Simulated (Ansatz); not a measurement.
The figure comes from a scan of MgB2 (AlB2 type, space group P6/mmm): a phonon pattern at M = (0.5, 0.0, 0.0) is frozen into a 6-atom cell, Q being the largest atomic displacement. The numbers are results of PBE (plane waves to 420 eV, PAW, scalar-relativistic; Ansatz, a first-principles code), not measurements. k mesh 17×17×13 (Γ-centred), Fermi-Dirac smearing 0.05 eV. Energies are smeared free energies. With partly filled bands, energies and forces of such displacements shift with the k mesh and the smearing. MgB2 was relaxed with its symmetry unable to fall. ΔE is measured from the undisplaced structure.

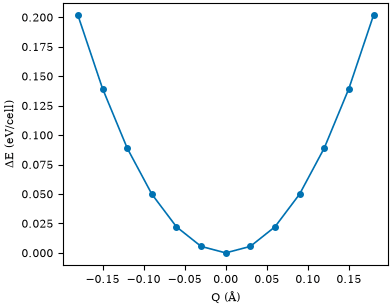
Figure: ΔE (eV/cell) against Q (Å); computed points joined by lines.

Q: Turn the plot into a table (rounded to what can be read).

A: To the nearest 0.005:

| Q (Å) | ΔE (eV/cell) |
|---|---|
| -0.180 | 0.200 |
| -0.150 | 0.140 |
| -0.120 | 0.090 |
| -0.090 | 0.050 |
| -0.060 | 0.020 |
| -0.030 | 0.005 |
| 0.000 | 0.000 |
| 0.030 | 0.005 |
| 0.060 | 0.020 |
| 0.090 | 0.050 |
| 0.120 | 0.090 |
| 0.150 | 0.140 |
| 0.180 | 0.200 |

(A displaced cell: forces are minus the slopes of the energy, force constants its curvatures, and phonons follow from these.)
